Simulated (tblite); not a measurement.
Run report: C₄H₁₁B₂F₃Si, frequency calculation

System: C₄H₁₁B₂F₃Si, SMILES B[Si](B)(C(C)C)C(F)(F)F.
Method: GFN2-xTB harmonic vibrations, gas phase (tblite 0.8.0).

It belongs to a series of runs on one base structure; here: H on Si replaced by iPr.

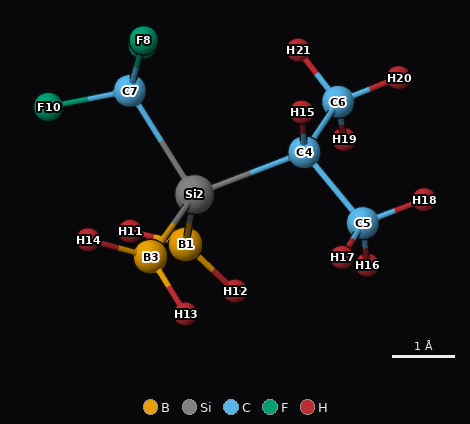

**Figure 1.** The structure as given in the input (ball-and-stick view, seen at a tilt; atoms are numbered from 1 in the order of the input). Bond lengths as drawn: B–H 1.17 Å, B–Si 1.96 Å, C–C 1.53 Å, C–F 1.35 Å, C–H 1.09 to 1.10 Å and C–Si 1.95 to 1.99 Å.

### Input
```
{"job": {"kind": "ir", "xc": "GFN2-xTB", "basis": "xTB"}, "charge": 0, "multiplicity": 1}
B     -1.183419    -1.115057    -1.623618
Si    -0.866941     0.052565    -0.076393
B     -2.141178    -0.051942     1.413453
C      0.980486    -0.012970     0.537420
C      1.231510    -1.303463     1.313016
C      1.978289     0.107150    -0.615538
C     -0.983033     1.920350    -0.749710
F     -0.514164     2.841905     0.122082
F     -0.323360     2.144927    -1.909511
F     -2.269466     2.264789    -0.994400
H     -1.791564    -0.761705    -2.555983
H     -0.795840    -2.217824    -1.626335
H     -2.131871    -0.967051     2.139675
H     -2.954405     0.765859     1.594098
H      1.154195     0.828937     1.217431
H      1.062201    -2.170867     0.679673
H      0.575555    -1.376323     2.176155
H      2.261411    -1.339833     1.664568
H      1.870471    -0.725108    -1.308428
H      2.997317     0.100605    -0.230785
H      1.834886     1.031999    -1.167340
```

The first line tells a small driver script what to run in tblite; the rest is the geometry in Å.

Hardware: 1 CPU thread, shared host.

Command:
```bash
OMP_NUM_THREADS=1 python <driver script> task.json out
```

### The program's output
```
mode    cm-1     km/mol
  1      24.7      0.08
  2      44.1      0.47
  3      73.7      0.43
  4      88.8      1.19
  5      94.3      0.93
  6     110.8      1.35
  7     121.4      0.94
  8     137.2      0.23
  9     149.5      0.28
 10     211.8      0.94
 11     218.4      0.29
 12     232.8      1.39
 13     235.3      5.03
 14     258.5      4.00
 15     316.5     14.86
 16     374.0     45.92
 17     412.8     27.73
 18     456.9      1.61
 19     459.9      2.01
 20     573.6     16.50
 21     625.8      0.79
 22     631.3      6.63
 23     659.9     30.09
 24     673.2      7.39
 25     696.7     26.86
 26     725.7      4.02
 27     749.7     63.00
 28     938.9      7.11
 29     946.4      3.04
 30     989.3      5.61
 31    1003.9    171.90
 32    1008.2    177.57
 33    1036.6     10.14
 34    1114.8    103.16
 35    1128.4      0.20
 36    1169.1     31.55
 37    1171.0     53.39
 38    1174.4     11.41
 39    1248.9     29.80
 40    1299.1      0.15
 41    1412.8      4.40
 42    1425.6      2.53
 43    1495.2      0.38
 44    1502.1      3.36
 45    1507.9      2.05
 46    1511.4      8.39
 47    2651.7     57.36
 48    2657.1     47.73
 49    2689.6     46.50
 50    2695.9     94.46
 51    2916.9     21.02
 52    3011.6     18.62
 53    3017.4     53.09
 54    3024.8     15.34
 55    3036.8     44.40
 56    3046.2     24.46
 57    3054.6     15.24
```

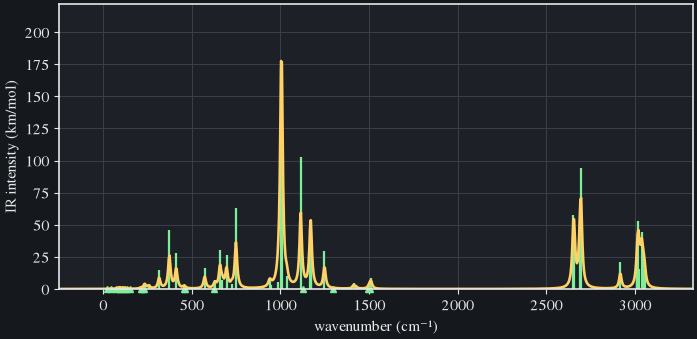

**Figure 2.** Harmonic infrared spectrum, unscaled: sticks (degenerate modes added up, dark ones marked on the axis) with a Lorentzian envelope of 16 cm⁻¹ full width, scaled to the tallest stick. 57 modes from 25 to 3055 cm⁻¹, none imaginary. The strongest line is at 1008 cm⁻¹ (178 km/mol).

### Results in brief

```csv
quantity,value
outcome,converged
total energy,−884.8166 eV
zero-point energy,91.8410 kcal/mol
wall time,1.8 s
peak memory,0.18 GiB
```
